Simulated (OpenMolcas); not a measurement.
Multiconfigurational calculation for Co²⁺ complex (part 2 of 2)

Continued. System: Co²⁺ with 6 ligands (OH; tetragonal octahedron, 2.08 Å), neutralised by 6 outer point charges of +0.67 e, whose field is part of the energies. Method: state-averaged CASSCF, active space 7 electrons in the shell 3d, basis ANO-RCC-VDZP on the metal and ANO-RCC-VDZP on the ligands, DKH2 scalar Hamiltonian, spin-orbit coupling by RASSI with atomic mean-field integrals (OpenMolcas).

### Log (extracts), continued
```
--- RASSI ---
SPIN-FREE ENERGIES:
  (Shifted by EMIN (a.u.) =      -1845.7266201525)

 SF State       Relative EMIN(au)   Rel lowest level(eV)    D:o, cm**(-1)

     1             0.0000000000        0.0000000000              0.0000
     2             0.0004743003        0.0129063687            104.0969
     3             0.0018027073        0.0490541647            395.6485
     4             0.0204408137        0.5562228761           4486.2400
     5             0.0258433976        0.7032346734           5671.9702
     6             0.0270797425        0.7368773324           5943.3165
     7             0.0526887208        1.4337331329          11563.8376
    11             0.0678281256        1.8456973230          14886.5529
    12             0.0773526973        2.1048741234          16976.9547
    13             0.0877134474        2.3868044969          19250.8765
    14             0.0885790208        2.4103579470          19440.8479
    15             0.0896342927        2.4390733607          19672.4534
    16             0.0924304170        2.5151597768          20286.1317
    17             0.0935375632        2.5452867621          20529.1222
    18             0.0944127707        2.5691023697          20721.2080
     8             0.0992483620        2.7006855121          21782.4977
     9             0.1007420766        2.7413315588          22110.3301
    19             0.1070331877        2.9125214111          23491.0694
    10             0.1096238915        2.9830180525          24059.6632
    20             0.1137782783        3.0960646766          24971.4457
    21             0.1146251011        3.1191079001          25157.3018
    22             0.1163155282        3.1651067640          25528.3077
    23             0.1270894854        3.4582810753          27892.9180
    24             0.1271630484        3.4602828268          27909.0632
    25             0.1277509656        3.4762808683          28038.0961
    26             0.1287884643        3.5045126456          28265.8007
    27             0.1310076817        3.5649006272          28752.8626
    28             0.1318175752        3.5869389537          28930.6137
    29             0.1374673319        3.7406766651          30170.5920
    30             0.1381285296        3.7586687699          30315.7081
    31             0.1489295468        4.0525794203          32686.2574
    32             0.1495013197        4.0681381546          32811.7470
    33             0.1502334938        4.0880616281          32972.4407
    34             0.1504134452        4.0929583531          33011.9354
    35             0.1507194540        4.1012852767          33079.0966
    36             0.1512528660        4.1158001584          33196.1670
    37             0.1515323391        4.1234050074          33257.5043
    38             0.1534544378        4.1757079787          33679.3562
    39             0.2074416160        5.6447739372          45528.1722
    40             0.2095071098        5.7009788872          45981.4957
Eigenvalues of complex Hamiltonian:
   -----------------------------------
  (Shifted by EMIN (a.u.) =      -1845.7266201525)

 SO State       Relative EMIN(au)   Rel lowest level(eV)    D:o, cm**(-1)

     1            -0.0026147103        0.0000000000              0.0000
     2            -0.0026147103        0.0000000000              0.0000
     3            -0.0013429179        0.0346072359            279.1262
     4            -0.0013429179        0.0346072359            279.1262
     5            -0.0003878721        0.0605953549            488.7345
     6            -0.0003878721        0.0605953549            488.7345
     7             0.0016365538        0.1156827906            933.0446
     8             0.0016365538        0.1156827906            933.0446
     9             0.0021828029        0.1305469868           1052.9325
    10             0.0021828029        0.1305469868           1052.9325
    11             0.0026952871        0.1444923914           1165.4097
    12             0.0026952871        0.1444923914           1165.4097
    13             0.0202795093        0.6229834540           5024.7004
    14             0.0202795093        0.6229834540           5024.7004
    15             0.0207428610        0.6355918950           5126.3944
    16             0.0207428610        0.6355918950           5126.3944
    17             0.0254525582        0.7637492855           6160.0534
    18             0.0254525582        0.7637492855           6160.0534
    19             0.0257635737        0.7722124491           6228.3134
    20             0.0257635737        0.7722124491           6228.3134
    21             0.0269004372        0.8031480791           6477.8261
    22             0.0269004372        0.8031480791           6477.8261
    23             0.0275973148        0.8221110850           6630.7731
    24             0.0275973148        0.8221110850           6630.7731
    25             0.0528572340        1.5094685018          12174.6845
    26             0.0528572340        1.5094685018          12174.6845
    27             0.0528885354        1.5103202574          12181.5544
    28             0.0528885354        1.5103202574          12181.5544
    29             0.0675609987        1.9095783224          15401.7879
    30             0.0675609987        1.9095783224          15401.7879
    31             0.0770250002        2.1671069237          17478.8961
    32             0.0770250002        2.1671069237          17478.8961
    33             0.0873187635        2.4472144935          19738.1160
    34             0.0873187635        2.4472144935          19738.1160
    35             0.0880957217        2.4683566027          19908.6386
    36             0.0880957217        2.4683566027          19908.6386
    37             0.0895245206        2.5072362007          20222.2237
    38             0.0895245206        2.5072362007          20222.2237
    39             0.0926489480        2.5922562029          20907.9563
    40             0.0926489480        2.5922562029          20907.9563
    41             0.0936149141        2.6185414778          21119.9613
Weights of the five most important spin-orbit-free states for each spin-orbit state.

 SO State  Total energy (au)           Spin-free states, spin, and weights
 -------------------------------------------------------------------------------------------------------
    1        -0.002615       1 1.5  0.4849    2 1.5  0.3510    3 1.5  0.1594    4 1.5  0.0018    6 1.5  0.0010
    2        -0.002615       1 1.5  0.4849    2 1.5  0.3510    3 1.5  0.1594    4 1.5  0.0018    6 1.5  0.0010
    3        -0.001343       1 1.5  0.6267    2 1.5  0.2658    3 1.5  0.0968    4 1.5  0.0042    5 1.5  0.0034
    4        -0.001343       1 1.5  0.6267    2 1.5  0.2658    3 1.5  0.0968    4 1.5  0.0042    5 1.5  0.0034
    5        -0.000388       2 1.5  0.5275    3 1.5  0.3077    1 1.5  0.1523    5 1.5  0.0051    4 1.5  0.0036
    6        -0.000388       2 1.5  0.5275    3 1.5  0.3077    1 1.5  0.1523    5 1.5  0.0051    4 1.5  0.0036
    7         0.001637       2 1.5  0.4899    1 1.5  0.3714    3 1.5  0.1183    4 1.5  0.0104    5 1.5  0.0060
    8         0.001637       2 1.5  0.4899    1 1.5  0.3714    3 1.5  0.1183    4 1.5  0.0104    5 1.5  0.0060
    9         0.002183       3 1.5  0.5981    2 1.5  0.2106    1 1.5  0.1695    4 1.5  0.0095    6 1.5  0.0088
   10         0.002183       3 1.5  0.5981    2 1.5  0.2106    1 1.5  0.1695    4 1.5  0.0095    6 1.5  0.0088
   11         0.002695       3 1.5  0.6886    1 1.5  0.1739    2 1.5  0.1282    4 1.5  0.0044    5 1.5  0.0023
   12         0.002695       3 1.5  0.6886    1 1.5  0.1739    2 1.5  0.1282    4 1.5  0.0044    5 1.5  0.0023
```

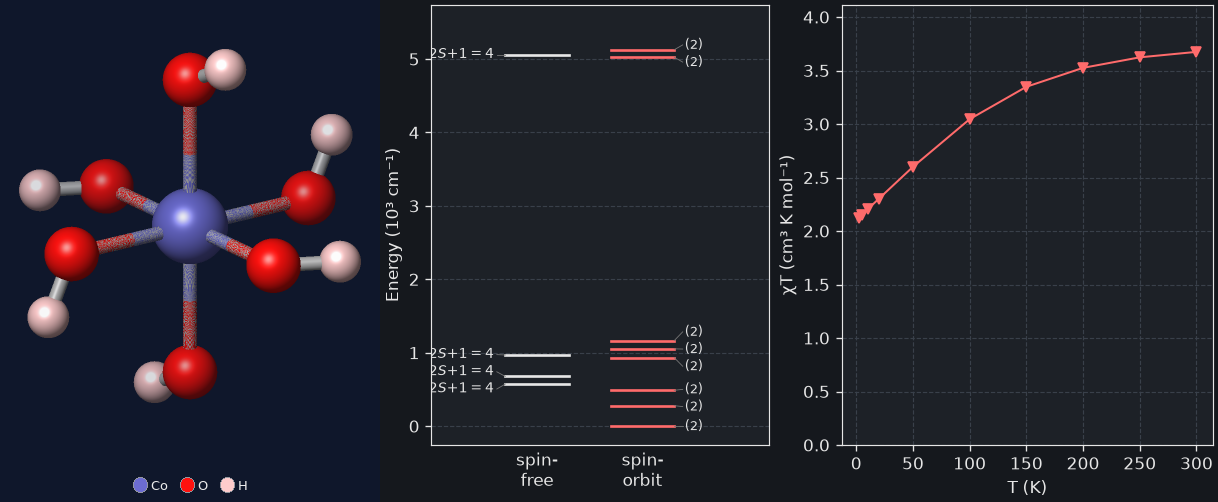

Fig. 1: Co²⁺ (3d⁷) with 6 ligands, OH⁻, at 2.08 Å (arrangement: tetragonal octahedron, Ci), axial distortion 1.07, neutralised by outer point charges of +0.67 e, and its levels and susceptibility. Labels give the representation in O, Td, D4 or D3 as the site allows (double group for half-integer spin) where it could be assigned and, in brackets, the degeneracy; spin-free states, where drawn, share the zero of the spin-orbit levels. Powder susceptibility by Van Vleck's formula. The ground level is a Kramers doublet, 100 % from states of spin multiplicity 4. Its principal g values are 2.63, 3.86 and 6.74. The next level lies at 279 cm⁻¹. χT is 2.12 cm³ K mol⁻¹ at 2 K and 3.67 at 300 K, an effective moment of 5.42 μB. The active orbitals hold 94 to 99 % metal character (Löwdin), and the Mulliken charge of the metal is +1.36.

### The input
```
&GATEWAY
Coord
13

Co 0.0 0.0 0.0
O 2.080000 0.000000 0.000000
H 2.489940 0.879119 0.000000
O 0.000000 2.080000 0.000000
H 0.000000 2.489940 0.879119
O -2.080000 0.000000 0.000000
H -2.489940 -0.879119 0.000000
O 0.000000 -2.080000 0.000000
H 0.000000 -2.489940 -0.879119
O 0.000000 0.000000 2.225600
H 0.879119 0.000000 2.635540
O 0.000000 0.000000 -2.225600
H -0.879119 0.000000 -2.635540
Basis=Co.ANO-RCC-VDZP,H.ANO-RCC-VDZP,O.ANO-RCC-VDZP
Group=XYZ
NoMove
AngMom=0.0 0.0 0.0
AMFI
RICD
XField
3 Angstrom 0
5.480000 0.000000 0.000000 0.666667
0.000000 5.480000 0.000000 0.666667
0.000000 0.000000 5.625600 0.666667
&SEWARD
&RASSCF
FileOrb=start.orb
Symmetry=1
Spin=4
nActEl=7 0 0
Inactive=18 21
Ras2=5 0
CIRoot=10 10 1
SDav=10
CIMx=300
Iter=150 100
PrWF=0.3
OrbListing=Nothing
MaxOrb=0
LevShft=1.0
>>> COPY $Project.JobIph JOB001
&RASSCF
FileOrb=start.orb
Symmetry=1
Spin=2
nActEl=7 0 0
Inactive=18 21
Ras2=5 0
CIRoot=40 40 1
SDav=40
CIMx=300
Iter=150 100
PrWF=0.3
OrbListing=Nothing
MaxOrb=0
LevShft=1.0
>>> COPY $Project.JobIph JOB002
&RASSI
NrOfJobIphs=2 10 40
1 2 3 4 5 6 7 8 9 10
1 2 3 4 5 6 7 8 9 10 11 12 13 14 15 16 17 18 19 20 21 22 23 24 25 26 27
28 29 30 31 32 33 34 35 36 37 38 39 40
IphNames
JOB001
JOB002
EJob
SpinOrbit
DIPRint=1.0
SOCoupling=1000.0
Subsets=2
Property=9
'ANGMOM' 1 'ANGMOM' 2 'ANGMOM' 3 'MLTPL  1' 1 'MLTPL  1' 2 'MLTPL  1' 3
'AMFI' 1 'AMFI' 2 'AMFI' 3
SOProperty=3
'ANGMOM' 1 'ANGMOM' 2 'ANGMOM' 3
```

The file start.orb holds starting orbitals from an earlier step. A driver script formed the levels outside the program, from RASSI's spin-orbit matrix and the active-space energies, averaged over the components of each term or state.

Launched with:
```bash
OMP_NUM_THREADS=1 MOLCAS_MEM=2457 MOLCAS_PROJECT=a pymolcas a.inp > a.log  # once for each step of the input, in one work folder
```

### Results in brief

```tsv
quantity	value
outcome	converged
energy of the lowest spin-free term	−1845.72662 hartree
energy of the lowest spin-orbit level	−1845.72923 hartree
largest spread among components of a term	0.0 cm⁻¹
hardware	1 thread of Arm Neoverse V1, 24 GiB of memory available, shared host
wall time	28 s
peak memory	0.18 GiB
```

### Remarks

Without dynamic correlation the splittings between terms come out too large, often by 20 to 50 %. Limits: small active space favours high spin, ground spin may be wrong; distances are set from ionic radii, not optimised.
